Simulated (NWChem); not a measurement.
**CH3B (SMILES B[CH]): levels of theory compared**

Aim: a comparison of 5 runs (UHF/3-21G, UTPSSh/STO-3G, UTPSSh/6-31G*, UPBE0/def2-SVP, UMP2/def2-TZVP) of CH3B. 

The calculation is run with NWChem 7.3.0.

## Step 1: The molecule

CH3B: 5 atoms, total charge 0, spin state triplet. SMILES: `B[CH]`. Geometry: relaxed at GFN2-xTB.

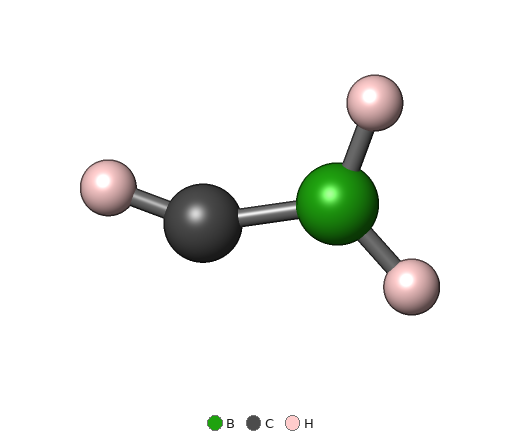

Viewed from a chosen angle; boron green, carbon dark grey, hydrogen pink.

## Step 2: Energy and forces at UHF/3-21G (run 1)

File ch3b.nw:

```
echo
start ch3b
title "CH3B"
memory total 2200 mb
charge 0

geometry units angstrom noautosym nocenter noautoz
B    -0.352450   -0.401400   -0.071360
C     0.507540    0.779550   -0.141970
H    -0.308550   -1.118250    0.866820
H    -1.104620   -0.672740   -0.931370
H     1.258080    1.412850    0.277880
end

basis spherical bse
* library 3-21G
end

scf
triplet
uhf
thresh 1e-08
maxiter 80
noprint "final vectors analysis"
end

task scf gradient
```

Run with:

```bash
nwchem ch3b.nw > ch3b.out
```

Log:

```text
[...]
  functions       =    24
[...]
  wavefunction    = UHF
[...]
         Total SCF energy =    -63.831867483660
      One electron energy =   -129.587350023810
      Two electron energy =     43.006632438643
 Nuclear repulsion energy =     22.748850101507
                       Sz =      1.0000
                 Sz(Sz+1) =      2.0000
                      S^2 =      2.0159
[...]
                         UHF ENERGY GRADIENTS
    atom               coordinates                        gradient
                 x          y          z           x          y          z
   1 B      -0.666034  -0.758536  -0.134851    0.015837   0.026608  -0.007271
   2 C       0.959112   1.473136  -0.268284   -0.020107  -0.033777   0.009141
   3 H      -0.583075  -2.113186   1.638052    0.000477   0.004844  -0.005085
   4 H      -2.087429  -1.271294  -1.760034    0.004712   0.000823   0.006485
   5 H       2.377426   2.669899   0.525117   -0.000919   0.001503  -0.003270
[...]
```

Wall time 0.78 s (1 thread of AMD EPYC 9R45 (Zen 5), shared host); peak memory 0.1 GiB.

## Step 3: Energy and forces at UTPSSh/STO-3G (run 2)

File run.py:

```python
from ase import Atoms
from ase.calculators.nwchem import NWChem

system = Atoms('BCHHH', positions=[
    [-0.352450, -0.401400, -0.071360],
    [0.507540, 0.779550, -0.141970],
    [-0.308550, -1.118250, 0.866820],
    [-1.104620, -0.672740, -0.931370],
    [1.258080, 1.412850, 0.277880],
])

calc = NWChem(
    label='m1',
    theory='dft',
    memory='2200 mb',
    basis='STO-3G',
    basispar='spherical bse',
    dft={'xc': 'xctpssh', 'mult': '3', 'grid': 'xfine', 'convergence': 'energy 1e-08', 'iterations': '100', 'mulliken': None},
)
system.calc = calc

forces = system.get_forces()
print("Total energy (eV):", round(system.get_potential_energy(), 6))
print("forces (eV/A):")
for s, f in zip(system.symbols, forces):
    print(f"{s:2s} {f[0]:10.5f} {f[1]:10.5f} {f[2]:10.5f}")
```

Run with:

```bash
export ASE_NWCHEM_COMMAND="nwchem PREFIX.nwi > PREFIX.nwo"
python run.py
```

Log:

```text
Total energy (eV): -1737.048555
forces (eV/A):
B    -0.61568   -1.21695    0.50471
C    -0.41996    0.41189   -1.16399
H    -0.03466    0.03111   -0.09395
H     0.02885    0.08104   -0.05420
H     1.04145    0.69291    0.80743
```

The calculator wrote m1.nwi:

```
title "m1"

permanent_dir m1

scratch_dir m1

start m1

geometry units angstrom nocenter noautosym noautoz
  B  -3.5244999999999999e-01 -4.0139999999999998e-01 -7.1360000000000007e-02
  C  5.0753999999999999e-01 7.7954999999999997e-01 -1.4197000000000001e-01
  H  -3.0854999999999999e-01 -1.1182500000000000e+00 8.6682000000000003e-01
  H  -1.1046199999999999e+00 -6.7274000000000000e-01 -9.3137000000000003e-01
  H  1.2580800000000001e+00 1.4128499999999999e+00 2.7788000000000002e-01
end

memory 2200 mb

basis spherical bse noprint
   * library STO-3G
end

dft
  xc xctpssh
  mult 3
  grid xfine
  convergence energy 1e-08
  iterations 100
  mulliken
end

task dft gradient
```

m1.nwo:

```text
Northwest Computational Chemistry Package (NWChem) 7.3.0
             --------------------------------------------------------

           Job information
           ---------------

    nwchem branch   = 7.3.0
    use scalapack   = T
    input           = m1.nwi
    prefix          = m1.
    data base       = m1/m1.db
    status          = startup
    nproc           =        1

           Memory information
           ------------------

    heap     =     72089596 doubles =      550.0 Mbytes
    stack    =     72089601 doubles =      550.0 Mbytes
    global   =    144179200 doubles =     1100.0 Mbytes (distinct from heap & stack)
    total    =    288358397 doubles =     2200.0 Mbytes
    verify   = yes
    hardfail = no

[... 112 lines left out ...]
          Convergence on energy requested:  1.00D-08
[... 24 lines left out ...]
          Convergence Information
[... 30 lines left out ...]
 1-e energy   =    -130.038646
[... 62 lines left out ...]
      One electron energy =     -130.030231128301
[... 8 lines left out ...]
                    DFT Final Alpha Molecular Orbital Analysis
[... 297 lines left out ...]
          Convergence on gradient requested:  5.00D-04
[... 25 lines left out ...]
          total energy or number of iterations.
[... 28 lines left out ...]
    atom               coordinates                        gradient
                 x          y          z           x          y          z
   1 B      -0.666034  -0.758536  -0.134851    0.011973   0.023666  -0.009815
   2 C       0.959112   1.473136  -0.268284    0.008167  -0.008010   0.022636
   3 H      -0.583075  -2.113186   1.638052    0.000674  -0.000605   0.001827
   4 H      -2.087429  -1.271294  -1.760034   -0.000561  -0.001576   0.001054
   5 H       2.377426   2.669899   0.525117   -0.020253  -0.013475  -0.015702

                 ----------------------------------------
                 |  Time  |  1-e(secs)   |  2-e(secs)   |
                 ----------------------------------------
                 |  CPU   |       0.00   |       0.03   |
                 ----------------------------------------
                 |  WALL  |       0.00   |       0.03   |
                 ----------------------------------------

 Task  times  cpu:        5.4s     wall:        5.4s
 Total times  cpu:        5.4s     wall:        5.4s
```

It took 6.6 s on 1 thread of AMD EPYC 9R45 (Zen 5), shared host; peak memory 0.12 GiB.

Runs 3 to 4 aren't shown in full; the table further down has their settings and results.

## Step 4: Energy and gradient at UMP2/def2-TZVP (run 5)

File m1.nw:

```
start m1
memory total 2200 mb
charge 0

geometry units angstroms noautosym nocenter noautoz
   B     -0.352450    -0.401400    -0.071360
   C      0.507540     0.779550    -0.141970
   H     -0.308550    -1.118250     0.866820
   H     -1.104620    -0.672740    -0.931370
   H      1.258080     1.412850     0.277880
end

basis "ao basis" spherical bse
   * library def2-TZVP
end

scf
   nopen 2
   uhf
   thresh 1e-08
   maxiter 80
end

mp2
   freeze core 2
   tight
end

task mp2 gradient
```

Run with:

```bash
nwchem m1.nw > m1.out
```

Log:

```text
[...]
  functions       =    80
[...]
  wavefunction    = UHF
[...]
         Total SCF energy =    -64.213116334266
      One electron energy =   -130.150176106841
      Two electron energy =     43.188209671068
 Nuclear repulsion energy =     22.748850101507
                       Sz =      1.0000
                 Sz(Sz+1) =      2.0000
                      S^2 =      2.0171
[...]
          Total MP2 energy           -64.415271943436
[...]
                         mp2 ENERGY GRADIENTS
    atom               coordinates                        gradient
                 x          y          z           x          y          z
   1 B      -0.666034  -0.758536  -0.134851    0.010526   0.017851  -0.005049
   2 C       0.959112   1.473136  -0.268284   -0.010479  -0.020613   0.008415
   3 H      -0.583075  -2.113186   1.638052   -0.000951   0.004333  -0.006727
   4 H      -2.087429  -1.271294  -1.760034    0.005225   0.000374   0.007834
   5 H       2.377426   2.669899   0.525117   -0.004321  -0.001945  -0.004473
[...]
```

Wall time 25 s (1 thread of AMD EPYC 9R45 (Zen 5), shared host); peak memory 0.19 GiB.

## Step 5: Overview of the runs

```
run                                level  iteration cap  module  energy (Eh)  dipole moment (D)   ⟨S²⟩  largest force (eV/Å)  wall time
  1                            UHF/3-21G             80     scf   -63.831867               0.95  2.016                 2.075     0.78 s
  2                        UTPSSh/STO-3G            100     dft   -63.835357               1.20  2.006                 1.489      6.6 s
  3  UTPSSh/6-31G* (spherical functions)            100     dft   -64.622161               1.15  2.007                 1.188       14 s
  4                       UPBE0/def2-SVP            100     dft   -64.465560               1.07  2.007                 0.951       11 s
  5                       UMP2/def2-TZVP             80     mp2   -64.415272               1.01  2.017                 1.265       25 s
```

## Step 6: What came out

| quantity | value |
| --- | --- |
| run 5: total energy | -64.41527 Eh |
| run 5: dipole moment (of the density that the program reports) | 1.01 D |
| run 5: HOMO energy (Hartree–Fock orbitals) (highest over α and β) | -10.60 eV |
| run 5: LUMO energy (Hartree–Fock orbitals) (lowest over α and β) | 0.71 eV |
| run 5: correlation energy (2 core orbitals frozen) | -202.2 mEh |
| run 5: ⟨S²⟩ of the reference determinant | 2.017 |
| run 5: largest force on an atom | 1.265 eV/Å |

In words: The dipole moment (its size) runs from 0.95 D (UHF/3-21G) to 1.20 D (UTPSSh/STO-3G). The two ends differ in method and basis. Totals of different functionals can't be ranked against each other. In run 2 the basis is minimal, so the values are rough. All runs together took 56 s, the longest 25 s.
